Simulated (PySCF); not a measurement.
```yaml
atoms:
  - { symbol: F, position_ang: [-1.5503, -0.8068, 1.0475] }
  - { symbol: C, position_ang: [-0.8146, -0.4119, -0.0219] }
  - { symbol: F, position_ang: [-1.6333, -0.5512, -1.0946] }
  - { symbol: C, position_ang: [0.5675, -1.0004, -0.1441] }
  - { symbol: C, position_ang: [1.1529, 0.1888, -0.0210] }
  - { symbol: C, position_ang: [-0.1296, 0.9697, 0.1180] }
  - { symbol: H, position_ang: [0.8961, -2.0115, -0.2784] }
  - { symbol: H, position_ang: [2.1747, 0.5168, -0.0170] }
  - { symbol: H, position_ang: [-0.3584, 1.6607, -0.6907] }
  - { symbol: H, position_ang: [-0.2961, 1.4505, 1.0797] }
```

Geometry: GFN2-xTB.

The calculation used PBE0/def2-SVPD, SCF density, gas phase in PySCF.

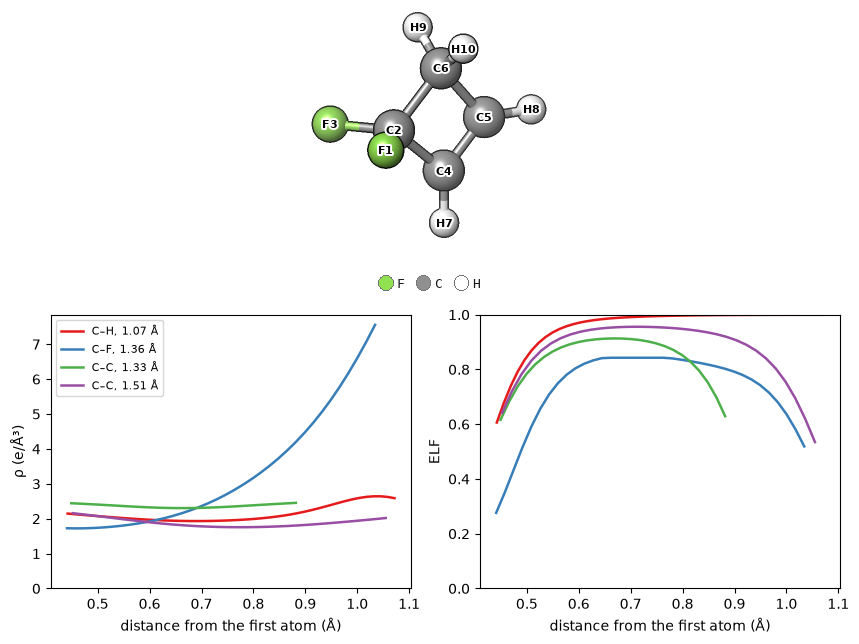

C4H4F2 (SMILES FC1(F)C=CC1). Electron density and ELF along straight lines between neighbouring atoms. The curves leave out the atomic cores. The structure is drawn too.

Question: What can be read from the curves?

Answer: C–H (1.07 Å): ρ is about 2 e/Å³ halfway; the ELF climbs to about 1 towards the hydrogen, as it does in any bond to H; an ordinary covalent bond to hydrogen.
C–F (1.36 Å): the density is about 2.2 e/Å³ at the midpoint, with its minimum of 1.7 e/Å³ about 0.5 Å from C; the ELF peaks at about 0.85 between the atoms: a polar covalent bond.
C–C (1.33 Å): ρ is about 2.3 e/Å³ halfway; the ELF peaks at about 0.90 between the atoms; a multiple bond.
C–C (1.51 Å): ρ at the midpoint is about 1.8 e/Å³; the ELF peaks at about 0.95 between the atoms, as expected for a shared electron pair.
